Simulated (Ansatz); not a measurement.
## Electronic structure of O3Pb4 in real space

Input

```
crystal:
  periodic: [false, false, false]
  atoms:
    - {symbol: Pb, position_ang: [-1.146898, -0.473182, 1.774586]}
    - {symbol: Pb, position_ang: [-0.223611, 1.708748, -0.741228]}
    - {symbol: Pb, position_ang: [-0.486516, -1.699165, -1.250872]}
    - {symbol: Pb, position_ang: [1.989386, -0.547884, 0.656264]}
    - {symbol: O, position_ang: [-1.720552, 0.015583, -0.381876]}
    - {symbol: O, position_ang: [1.089993, -0.051378, -1.384047]}
    - {symbol: O, position_ang: [0.498189, 1.047288, 1.327162]}
basis:
  gaussian: {orbitals: def2-TZVP, initial_orbitals: start.molden}
hamiltonian: {xc: pbe0, dispersion: d4}
scf: {omitted_lower_state_checks: [starts]}
output: {orbitals: {seedname: orbitals}}
```

Command:

```sh
ansatz run in.yaml --threads 4 --pin off --events-out ev --progress --plain --max-ram 4787MiB
```

Geometry: PBE-D4/def2-SVP; core potentials replace the inner electrons of Pb.

Computed with RKS PBE0-D4/def2-TZVP in Ansatz.

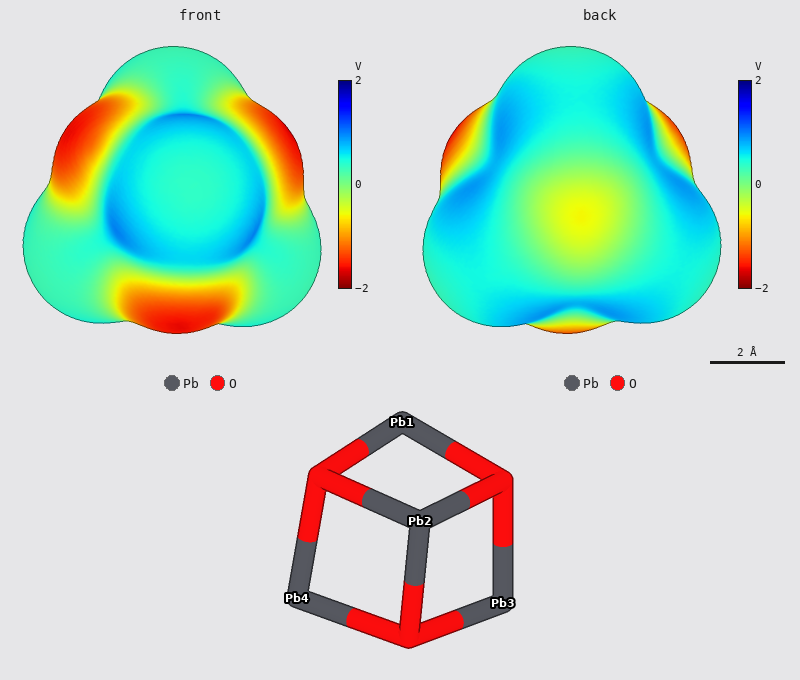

Figure 1. The electrostatic potential painted on the density surface at 0.001 e/bohr³, seen from the front and from behind; red is negative and blue positive. The bare structure is drawn below in the same view.

> Where is the surface potential most negative and most positive?

The most negative region (about −1.6 V) lies over O5, O6 and O7, the most positive (about +0.9 V) over Pb2.

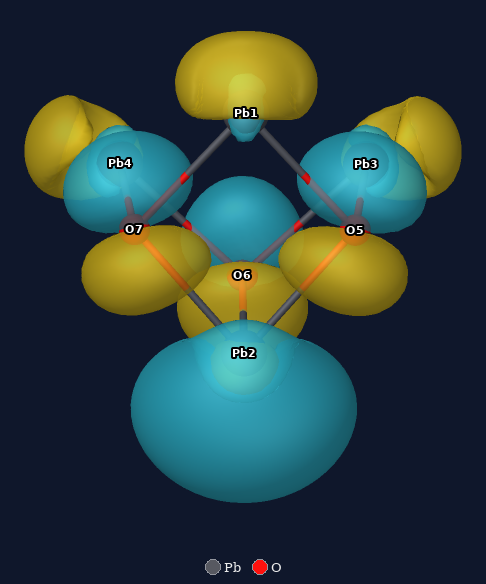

Figure 2. The HOMO−1 at ±0.08 Å⁻³ᐟ² (yellow and cyan are the two phases), seen from one side.

> Where does this orbital lie, and at what energy?

Its weight (Hirshfeld) is mainly on Pb2 (about 30 %), O5 (about 15 %), O6 (about 15 %), O7 (about 15 %), Pb1 (about 5 %), Pb3 (about 5 %) and Pb4 (about 5 %). Its energy is −6.82 eV.

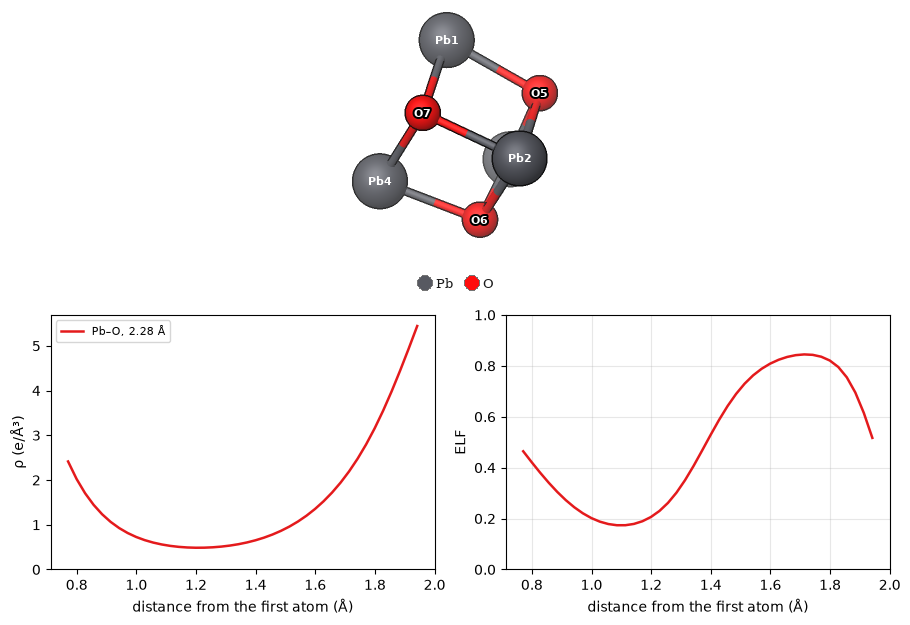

Figure 3. Electron density and ELF along straight lines between neighbouring atoms. The curves leave out the atomic cores. The structure is drawn too.

> What can be read from the curves?

Pb–O (2.28 Å): the density is about 0.51 e/Å³ at the midpoint; the ELF is about 0.20 at the midpoint.
